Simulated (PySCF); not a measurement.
# triplet AlClF2 at 3 levels

We compute a comparison of 3 runs (UBHLYP/def2-SVPD, UCAM-B3LYP/def2-SVPD, UM06-L/def2-SVPD) of triplet AlClF2. 

The results are computed with PySCF 2.14.0.

4 further runs of the same task are left out: 4 set aside as unsound or not needed.

## 1. The structure to begin with

The species is AlClF2 (4 atoms), meant as a triplet with charge 0. SMILES of the parent species: `[F][Al]([F])[Cl]`. The coordinates come from a PBE0-D4/def2-TZVP relaxation. That shape belongs to the parent species and isn't relaxed for this state.

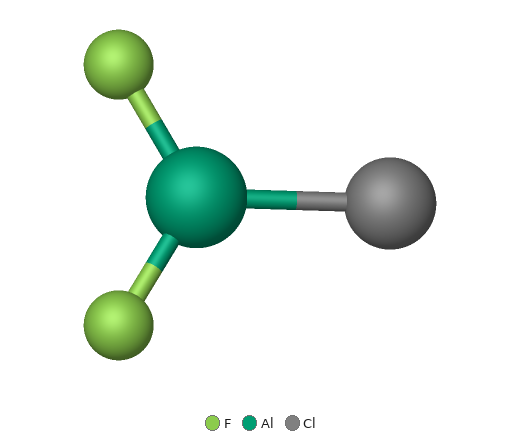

The structure, seen from a chosen angle (fluorine green, aluminium teal, chlorine grey).

## 2. The energy at UBHLYP/def2-SVPD (run 1)

Contents of job.py:

```python
from pyscf import gto, dft

system = gto.Mole()
system.atom = [
    ('F', (0.997200, 0.721760, 1.149640)),
    ('Al', (0.069280, -0.050750, 0.053570)),
    ('F', (0.273490, -1.653820, -0.164660)),
    ('Cl', (-1.339980, 0.982810, -1.038560)),
]
system.spin = 2
system.max_memory = 1860
system.charge = 0
system.verbose = 4
system.basis = 'def2-svpd'
system.build()

mf = dft.UKS(system, xc='bhandhlyp')
mf.grids.level = 5
mf.conv_tol = 1e-10
mf.kernel()
if not mf.converged:
    mf = mf.newton().run(mf.mo_coeff, mf.mo_occ)

e_final = mf.e_tot
print('E(%s) = %.9f' % ('BHLYP', e_final))
```

Command:

```bash
$ OMP_NUM_THREADS=1 python job.py
```

Log:

```text
PySCF version 2.14.0

[INPUT] num. atoms = 4
[INPUT] num. electrons = 48
[INPUT] charge = 0
[INPUT] spin (= nelec alpha-beta = 2S) = 2
[INPUT] symmetry False subgroup None
[INPUT] Mole.unit = angstrom
[INPUT] Symbol           X                Y                Z      unit          X                Y                Z       unit  Magmom
[INPUT]  1 F      0.997200000000   0.721760000000   1.149640000000 AA    1.884434891416   1.363928727666   2.172504741845 Bohr   0.0
[INPUT]  2 Al     0.069280000000  -0.050750000000   0.053570000000 AA    0.130920225910  -0.095903600822   0.101232628493 Bohr   0.0
[INPUT]  3 F      0.273490000000  -1.653820000000  -0.164660000000 AA    0.516821197807  -3.125266859328  -0.311162303671 Bohr   0.0
[INPUT]  4 Cl    -1.339980000000   0.982810000000  -1.038560000000 AA   -2.532195212395   1.857241732484  -1.962593963928 Bohr   0.0

nuclear repulsion = 198.347935264366
number of shells = 39
number of NR pGTOs = 153
number of NR cGTOs = 97
basis = def2-svpd
ecp = {}

[... 34 lines left out ...]
[... the frontier-level lines of each cycle are left out ...]
[... 5 lines left out ...]
[... 5 lines left out ...]
[... 5 lines left out ...]
[... 5 lines left out ...]
[... 5 lines left out ...]
[... 5 lines left out ...]
[... 5 lines left out ...]
[... 5 lines left out ...]
[... 5 lines left out ...]

cycle= 10 E= -901.844430035217  delta_E= -1.37e-08  |g|= 8.93e-05  |ddm|= 0.00031


cycle= 11 E= -901.844430039072  delta_E= -3.85e-09  |g|= 2.31e-05  |ddm|= 0.000114


cycle= 12 E= -901.844430039457  delta_E= -3.85e-10  |g|= 7.04e-06  |ddm|= 4.22e-05


cycle= 13 E= -901.844430039517  delta_E= -6e-11  |g|= 2.24e-06  |ddm|= 2.79e-05


Extra cycle  E= -901.84443003952  delta_E= -3.64e-12  |g|= 1.6e-06  |ddm|= 6.68e-06
converged SCF energy = -901.84443003952  <S^2> = 2.004712  2S+1 = 3.0031397
E(BHLYP) = -901.844430040
```

It took 27 s on 1 thread of Arm Neoverse V2, shared host; peak memory 0.5 GiB.

## 3. The energy at UCAM-B3LYP/def2-SVPD (run 2)

Contents of input.py:

```python
from pyscf import gto, dft

system = gto.M(
    atom='''
F      0.997200     0.721760     1.149640
Al     0.069280    -0.050750     0.053570
F      0.273490    -1.653820    -0.164660
Cl    -1.339980     0.982810    -1.038560
''',
    verbose=3,
    max_memory=1860,
    charge=0,
    spin=2,
    basis='def2-svpd',
)

ks = dft.UKS(system)
ks.xc = 'cam-b3lyp'
ks.conv_tol = 1e-10
ks.grids.level = 5
ks.kernel()
if not ks.converged:
    ks = ks.newton().run(ks.mo_coeff, ks.mo_occ)

energy = ks.e_tot
print('Final energy', energy)
```

Command:

```bash
$ OMP_NUM_THREADS=1 python input.py
```

Log:

```text
WARN: HOMO -0.0952412743272197 >= LUMO -0.433294227755573

WARN: HOMO -0.164234397974319 >= LUMO -0.289414371738533

WARN: HOMO -0.179274426025384 >= LUMO -0.343444735631957

WARN: HOMO -0.171540551693302 >= LUMO -0.335053446043086

WARN: HOMO -0.174458473585926 >= LUMO -0.311723968627716

WARN: HOMO -0.175145638021784 >= LUMO -0.30956813388136

WARN: HOMO -0.174941907950159 >= LUMO -0.30879115263092

WARN: HOMO -0.175101929548569 >= LUMO -0.309015917764218

WARN: HOMO -0.175066202557742 >= LUMO -0.308937553486167

WARN: HOMO -0.175087406585914 >= LUMO -0.308964382640028

WARN: HOMO -0.175093692047269 >= LUMO -0.308980784256806

WARN: HOMO -0.175090420685675 >= LUMO -0.308972025053861

WARN: HOMO -0.175091042327987 >= LUMO -0.308979175300444

WARN: HOMO -0.175091303076324 >= LUMO -0.308977251065019

WARN: HOMO -0.175091209405129 >= LUMO -0.308977081782852

WARN: HOMO -0.175091264380944 >= LUMO -0.308976977864293

converged SCF energy = -901.891063444597  <S^2> = 2.003904  2S+1 = 3.0026016
Final energy -901.8910634445974
```

It took 38 s on 1 thread of Arm Neoverse V2, shared host; peak memory 0.51 GiB.

## 4. The energy at UM06-L/def2-SVPD (run 3)

Contents of input.py:

```python
from pyscf import gto, dft

mol = gto.Mole()
mol.atom = '''
F      1.884435     1.363929     2.172505
Al     0.130920    -0.095904     0.101233
F      0.516821    -3.125267    -0.311162
Cl    -2.532195     1.857242    -1.962594
'''
mol.unit = 'bohr'
mol.verbose = 4
mol.max_memory = 1860
mol.spin = 2
mol.basis = 'def2-svpd'
mol.build()

myscf = dft.UKS(mol)
myscf.xc = 'm06-l'
myscf.grids.level = 5
myscf.conv_tol = 1e-10
myscf.kernel()
if not myscf.converged:
    myscf = myscf.newton().run(myscf.mo_coeff, myscf.mo_occ)

e_final = myscf.e_tot
print('E = %.10f Eh' % e_final)
```

Command:

```bash
$ OMP_NUM_THREADS=1 python input.py
```

Log:

```text
PySCF version 2.14.0

[INPUT] num. atoms = 4
[INPUT] num. electrons = 48
[INPUT] charge = 0
[INPUT] spin (= nelec alpha-beta = 2S) = 2
[INPUT] symmetry False subgroup None
[INPUT] Mole.unit = bohr
[INPUT] Symbol           X                Y                Z      unit          X                Y                Z       unit  Magmom
[INPUT]  1 F      0.997200057460   0.721760144113   1.149640136610 AA    1.884435000000   1.363929000000   2.172505000000 Bohr   0.0
[INPUT]  2 Al     0.069279880454  -0.050750211236   0.053570196593 AA    0.130920000000  -0.095904000000   0.101233000000 Bohr   0.0
[INPUT]  3 F      0.273489895325  -1.653820074440  -0.164659839304 AA    0.516821000000  -3.125267000000  -0.311162000000 Bohr   0.0
[INPUT]  4 Cl    -1.339979887606   0.982810141563  -1.038560019088 AA   -2.532195000000   1.857242000000  -1.962594000000 Bohr   0.0

nuclear repulsion = 198.347926657016
number of shells = 39
number of NR pGTOs = 153
number of NR cGTOs = 97
basis = def2-svpd
ecp = {}

[... 34 lines left out ...]
[... the frontier-level lines of each cycle are left out ...]
[... 11 lines left out ...]
[... 11 lines left out ...]
[... 11 lines left out ...]
[... 11 lines left out ...]
[... 11 lines left out ...]
[... 11 lines left out ...]
[... 5 lines left out ...]

cycle= 14 E= -901.884695915693  delta_E= -8.24e-10  |g|= 1.64e-05  |ddm|= 0.000269


cycle= 15 E= -901.884695915763  delta_E= -6.98e-11  |g|= 1.18e-05  |ddm|= 9.09e-05


cycle= 16 E= -901.884695915869  delta_E= -1.06e-10  |g|= 1.78e-06  |ddm|= 4e-05


cycle= 17 E= -901.884695915865  delta_E= 3.87e-12  |g|= 2.02e-06  |ddm|= 1.18e-05


Extra cycle  E= -901.884695915554  delta_E= 3.11e-10  |g|= 2.17e-05  |ddm|= 3.41e-05
converged SCF energy = -901.884695915554  <S^2> = 2.0062013  2S+1 = 3.0041314
E = -901.8846959156 Eh
```

It took 74 s on 1 thread of Arm Neoverse V2, shared host; peak memory 0.56 GiB.

## 5. The series

```csv
run,level,energy (Eh),dipole moment (D),HOMO energy (eV),⟨S²⟩,wall time
1,UBHLYP/def2-SVPD,-901.844430,5.27,-4.32,2.005,27 s
2,UCAM-B3LYP/def2-SVPD,-901.891063,4.95,-4.76,2.004,38 s
3,UM06-L/def2-SVPD,-901.884696,2.78,-2.75,2.006,74 s
```

## 6. Outcome

| quantity | value |
| --- | --- |
| run 3: total energy | -901.88470 Eh |
| run 3: dipole moment | 2.78 D |
| run 3: HOMO energy (highest over α and β) | -2.75 eV |
| run 3: ⟨S²⟩ | 2.006 |

The dipole moment (its size) runs from 2.78 D (UM06-L/def2-SVPD) to 5.27 D (UBHLYP/def2-SVPD). Totals of different functionals can't be ranked against each other. All runs together took 2.3 min, the longest 74 s.
